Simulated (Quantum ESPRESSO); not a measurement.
Density of states of HfRu (Pm-3m, 2 atoms in the cell).

```
CELL_PARAMETERS angstrom
      3.19191     0.00000     0.00000
      0.00000     3.19191     0.00000
      0.00000     0.00000     3.19191
ATOMIC_POSITIONS crystal
  Hf 0.00000 0.00000 0.00000
  Ru 0.50000 0.50000 0.50000
```

Method: LDA (PZ), GBRV 1.5 ultrasoft (LDA) pseudopotentials (plane waves; Quantum ESPRESSO).

SCF settings: ecutwfc = 40 Ry; ecutrho = 320 Ry; occupations = smearing; smearing = fd; degauss = 0.0036749 Ry; potentials = {Hf: hf_lda_v1.uspp.F.UPF, Ru: ru_lda_v1.2.uspp.F.UPF}; K_POINTS = automatic 14 14 14 0 0 0; conv_thr = 1e-09 Ry; mixing_beta = 0.5. Keys of the DOS step: nscf.calculation = nscf; nscf.verbosity = high; nscf.occupations = tetrahedra_opt; nscf.nbnd = 21; nscf.startingwfc = random; nscf.diago_thr_init = 1e-06; nscf.diagonalization = cg; nscf.K_POINTS = automatic 21 21 21 0 0 0; dos.x.fildos = dos.dat; dos.x.Emin = -15 eV; dos.x.Emax = 30 eV; dos.x.DeltaE = 0.05 eV; dos.x.ngauss = 0; dos.x.degauss = 0.005 Ry.

The starting cell comes from a database of computed structures (which also holds hypothetical and non-ambient phases and stackings), without a prior relaxation at this level. Its lattice was rescaled by a random factor within 2.5 % of one. Spin-orbit coupling is off. Spin polarisation is off.

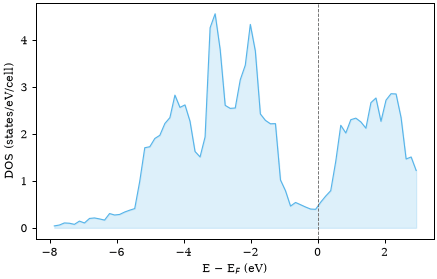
*Total density of states, both spins summed.*

Total DOS (both spins), as means of the tabulated values in each energy bin; the zero is the program's Fermi level or highest filled level, and the curve is cut to this window:

(E (eV), states/eV/cell): (-7.75, 0.07); (-7.25, 0.11); (-6.75, 0.18); (-6.25, 0.25); (-5.75, 0.33); (-5.25, 1.21); (-4.75, 2.03); (-4.25, 2.58); (-3.75, 2.01); (-3.25, 3.58); (-2.75, 2.98); (-2.25, 3.38); (-1.75, 2.83); (-1.25, 1.82); (-0.75, 0.57); (-0.25, 0.41); (0.25, 0.67); (0.75, 1.98); (1.25, 2.24); (1.75, 2.57); (2.25, 2.69); (2.75, 1.40)

Around zero the curve holds about 0.5 states/eV/cell.
